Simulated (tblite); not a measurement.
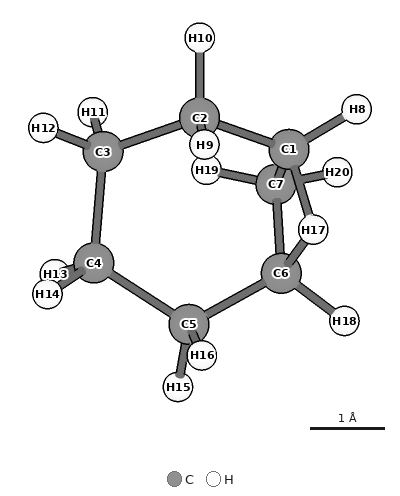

Figure 1. The starting structure (ball-and-stick view, seen at a tilt; atoms are numbered from 1 in the order of the input).

## Run report: C7H13 (charge +1), saddle-point search

C7H13, charge +1, computed with GFN2-xTB saddle search (eigenvector following) and harmonic vibrations, gas phase (tblite 0.8.0).

## Input file
```
{"job": {"xc": "GFN2-xTB", "basis": "xTB", "kind": "saddle"}, "charge": 1, "multiplicity": 1}
C      0.484222     1.305201     0.457028
C     -0.939784     0.936042     0.813789
C     -1.564522    -0.053674    -0.168045
C     -0.791659    -1.373022    -0.357940
C      0.691860    -1.405234     0.064730
C      1.452616    -0.106891    -0.013791
C      0.994819     0.988390    -0.919446
H      0.872360     2.219896     0.901676
H     -0.982955     0.533338     1.827981
H     -1.533433     1.852797     0.814288
H     -1.698253     0.443580    -1.128370
H     -2.568700    -0.286651     0.187282
H     -0.868638    -1.659056    -1.407309
H     -1.289708    -2.157182     0.208929
H      1.213950    -2.118799    -0.577657
H      0.774442    -1.797834     1.082332
H      1.190825     0.491319     1.073327
H      2.530052    -0.187741     0.122539
H      0.270416     0.727815    -1.675058
H      1.762089     1.647706    -1.306284
```

The first line tells a small driver script what to run in tblite; the rest is the geometry in Å.

Machine: 1 CPU thread, shared host.

Command:
```bash
OMP_NUM_THREADS=1 python <driver script> task.json out
```

## What the program printed
```
step      E/eV     max force
  0    -575.09336   0.0464
  1    -575.09232   0.0744
  2    -575.09255   0.0679
  3    -575.09256   0.0073
  4    -575.09257   0.0024
lowest wavenumbers (cm-1): -133.0 219.6 289.5 341.5 405.9 493.3
```

## Trajectory as extended XYZ (Å, eV, eV/Å), 5 frames, from step=0 to step=4
```
20
Properties=species:S:1:pos:R:3:forces:R:3 step=0 energy=-575.09336
C     0.4842    1.3052    0.4570   -0.0170  -0.0220  -0.0250
C    -0.9398    0.9360    0.8138    0.0140  -0.0080   0.0180
C    -1.5645   -0.0537   -0.1680   -0.0340  -0.0050   0.0080
C    -0.7917   -1.3730   -0.3579    0.0180   0.0130  -0.0250
C     0.6919   -1.4052    0.0647   -0.0210  -0.0130   0.0310
C     1.4526   -0.1069   -0.0138    0.0150   0.0360  -0.0110
C     0.9948    0.9884   -0.9194   -0.0030  -0.0110   0.0450
H     0.8724    2.2199    0.9017    0.0130  -0.0020   0.0030
H    -0.9830    0.5333    1.8280    0.0020   0.0170   0.0060
H    -1.5334    1.8528    0.8143   -0.0060   0.0160  -0.0150
H    -1.6983    0.4436   -1.1284   -0.0140   0.0140  -0.0140
H    -2.5687   -0.2867    0.1873    0.0340   0.0010   0.0080
H    -0.8686   -1.6591   -1.4073    0.0140   0.0160   0.0170
H    -1.2897   -2.1572    0.2089   -0.0100  -0.0400   0.0020
H     1.2140   -2.1188   -0.5777    0.0130  -0.0110   0.0010
H     0.7744   -1.7978    1.0823   -0.0100   0.0080  -0.0390
H     1.1908    0.4913    1.0733   -0.0030  -0.0090  -0.0070
H     2.5301   -0.1877    0.1225    0.0000   0.0030   0.0150
H     0.2704    0.7278   -1.6751   -0.0100  -0.0020  -0.0040
H     1.7621    1.6477   -1.3063    0.0040  -0.0030  -0.0140
20
Properties=species:S:1:pos:R:3:forces:R:3 step=1 energy=-575.09232
C     0.4818    1.3038    0.4668   -0.0030   0.0040   0.0080
C    -0.9516    0.9566    0.8011   -0.0090   0.0130   0.0170
C    -1.5622   -0.0558   -0.1680    0.0020  -0.0020  -0.0010
C    -0.7958   -1.3833   -0.3306    0.0090  -0.0290  -0.0050
C     0.7065   -1.4149    0.0331    0.0070  -0.0450   0.0020
C     1.4523   -0.1055   -0.0066   -0.0020  -0.0160   0.0090
C     1.0023    0.9979   -0.9064   -0.0020  -0.0030   0.0050
H     0.8836    2.2031    0.9315   -0.0050  -0.0090  -0.0060
H    -1.0233    0.5912    1.8287    0.0030   0.0120  -0.0330
H    -1.5363    1.8801    0.7528    0.0200  -0.0300   0.0040
H    -1.6887    0.4240   -1.1391   -0.0010  -0.0020   0.0070
H    -2.5680   -0.2838    0.1835    0.0020  -0.0020   0.0010
H    -0.9152   -1.7049   -1.3664    0.0110   0.0130   0.0480
H    -1.2784   -2.1456    0.2821    0.0220   0.0280  -0.0280
H     1.2174   -2.0880   -0.6643   -0.0340   0.0420   0.0480
H     0.8319   -1.8576    1.0264   -0.0110   0.0280  -0.0680
H     1.1623    0.4623    1.0834   -0.0030   0.0010  -0.0090
H     2.5282   -0.1792    0.1469   -0.0050   0.0000   0.0000
H     0.2808    0.7417   -1.6672    0.0000   0.0000   0.0010
H     1.7722    1.6577   -1.2875    0.0000  -0.0020   0.0000
20
Properties=species:S:1:pos:R:3:forces:R:3 step=2 energy=-575.09255
C     0.4801    1.3033    0.4714    0.0010   0.0000  -0.0010
C    -0.9559    0.9599    0.7961    0.0050  -0.0030  -0.0040
C    -1.5593   -0.0548   -0.1743    0.0010  -0.0160  -0.0110
C    -0.7999   -1.3886   -0.3136   -0.0070  -0.0370  -0.0070
C     0.7108   -1.4168    0.0185   -0.0100  -0.0330   0.0020
C     1.4514   -0.1046   -0.0064   -0.0030  -0.0050   0.0060
C     1.0061    1.0047   -0.9013    0.0000  -0.0010   0.0030
H     0.8832    2.1977    0.9439   -0.0020  -0.0030  -0.0020
H    -1.0357    0.5979    1.8230   -0.0010  -0.0010   0.0030
H    -1.5377    1.8834    0.7406   -0.0010   0.0030  -0.0020
H    -1.6702    0.4180   -1.1508    0.0010  -0.0060   0.0090
H    -2.5711   -0.2758    0.1649    0.0060  -0.0010  -0.0030
H    -0.9430   -1.7383   -1.3377    0.0100   0.0170   0.0650
H    -1.2740   -2.1311    0.3305    0.0310   0.0460  -0.0370
H     1.2136   -2.0722   -0.6999   -0.0230   0.0280   0.0230
H     0.8568   -1.8776    0.9997   -0.0060   0.0130  -0.0420
H     1.1527    0.4535    1.0855    0.0000   0.0000  -0.0040
H     2.5264   -0.1775    0.1525   -0.0010   0.0000   0.0000
H     0.2876    0.7532   -1.6667    0.0020   0.0010   0.0020
H     1.7781    1.6658   -1.2758   -0.0010  -0.0020   0.0010
20
Properties=species:S:1:pos:R:3:forces:R:3 step=3 energy=-575.09256
C     0.4811    1.3036    0.4682    0.0000   0.0000   0.0000
C    -0.9530    0.9581    0.7989    0.0000  -0.0010   0.0010
C    -1.5614   -0.0560   -0.1695    0.0010   0.0020   0.0010
C    -0.7964   -1.3845   -0.3249    0.0030   0.0040   0.0000
C     0.7075   -1.4153    0.0277    0.0000   0.0020   0.0020
C     1.4519   -0.1055   -0.0058    0.0000   0.0000   0.0010
C     1.0038    0.9997   -0.9044    0.0000   0.0000   0.0000
H     0.8834    2.2008    0.9357    0.0000   0.0000  -0.0010
H    -1.0277    0.5951    1.8260    0.0000   0.0000  -0.0010
H    -1.5361    1.8812    0.7473    0.0010  -0.0020   0.0000
H    -1.6844    0.4209   -1.1421   -0.0010   0.0010  -0.0010
H    -2.5683   -0.2827    0.1794   -0.0010   0.0000   0.0010
H    -0.9227   -1.7144   -1.3554   -0.0010  -0.0020  -0.0070
H    -1.2751   -2.1401    0.2965   -0.0020  -0.0030   0.0030
H     1.2145   -2.0811   -0.6759    0.0000   0.0010  -0.0010
H     0.8391   -1.8640    1.0149    0.0010  -0.0020   0.0020
H     1.1584    0.4586    1.0838    0.0000   0.0010   0.0000
H     2.5274   -0.1791    0.1498    0.0000   0.0000   0.0000
H     0.2834    0.7449   -1.6667    0.0000  -0.0010   0.0000
H     1.7746    1.6596   -1.2834    0.0000   0.0000   0.0000
20
Properties=species:S:1:pos:R:3:forces:R:3 step=4 energy=-575.09257
C     0.4809    1.3037    0.4683    0.0000   0.0000   0.0000
C    -0.9533    0.9584    0.7986    0.0000   0.0000   0.0000
C    -1.5612   -0.0557   -0.1700    0.0000   0.0000   0.0000
C    -0.7967   -1.3847   -0.3236    0.0000   0.0000   0.0000
C     0.7079   -1.4153    0.0267    0.0020  -0.0010   0.0000
C     1.4519   -0.1053   -0.0051    0.0000  -0.0010   0.0000
C     1.0042    0.9998   -0.9040    0.0000   0.0000   0.0000
H     0.8831    2.2008    0.9360    0.0000   0.0000   0.0000
H    -1.0285    0.5954    1.8257    0.0000   0.0000   0.0000
H    -1.5363    1.8815    0.7466    0.0000   0.0000   0.0000
H    -1.6832    0.4209   -1.1430    0.0000   0.0000   0.0000
H    -2.5686   -0.2820    0.1779    0.0000   0.0000   0.0000
H    -0.9250   -1.7169   -1.3533    0.0000  -0.0010  -0.0010
H    -1.2749   -2.1387    0.3004   -0.0010  -0.0010   0.0010
H     1.2143   -2.0790   -0.6796   -0.0010   0.0020   0.0010
H     0.8415   -1.8667    1.0126    0.0000   0.0010  -0.0020
H     1.1577    0.4584    1.0844    0.0000   0.0000   0.0000
H     2.5273   -0.1788    0.1510    0.0000   0.0000   0.0000
H     0.2842    0.7446   -1.6666    0.0000   0.0000   0.0000
H     1.7750    1.6597   -1.2829    0.0000   0.0000   0.0000
```

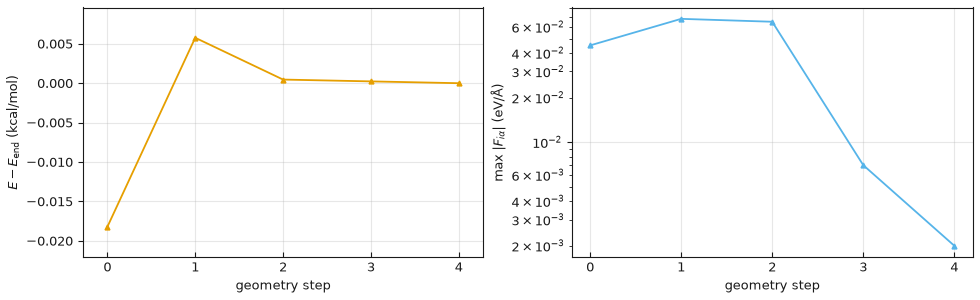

Figure 2. Progress of the saddle-point search, step by step (steps are counted from 0).

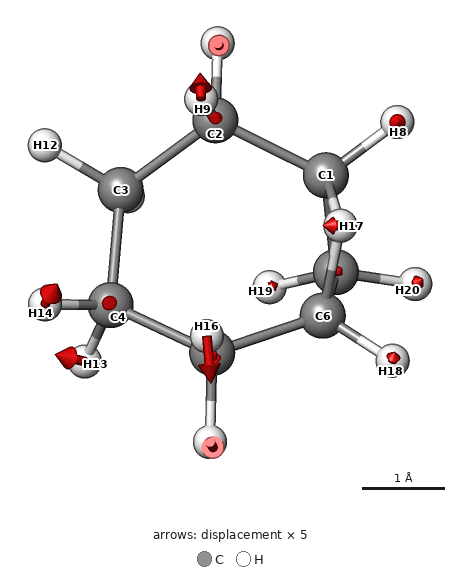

Figure 3. The starting structure with the displacements as red arrows, magnified 5 times (ball-and-stick view, seen at a tilt). The two geometries are laid on each other by the best rigid fit. After 4 geometry steps the energy has risen by 0.02 kcal/mol. The largest force component goes from 0.045 to 0.002 eV/Å. The largest move after the best rigid fit is that of H16, 0.12 Å. By element the largest moves are H 0.12 Å, C 0.04 Å. Among the contacts that change: C6–H17 1.268 → 1.261 Å, C1–H17 1.242 → 1.246 Å. (Atoms are counted from 1 in the order of the input.)

## Key numbers

| quantity | value |
| --- | --- |
| outcome | converged |
| total energy | −575.0926 eV |
| point group | C1 |
| wall time | 1.7 s |
| peak memory | 0.2 GiB |
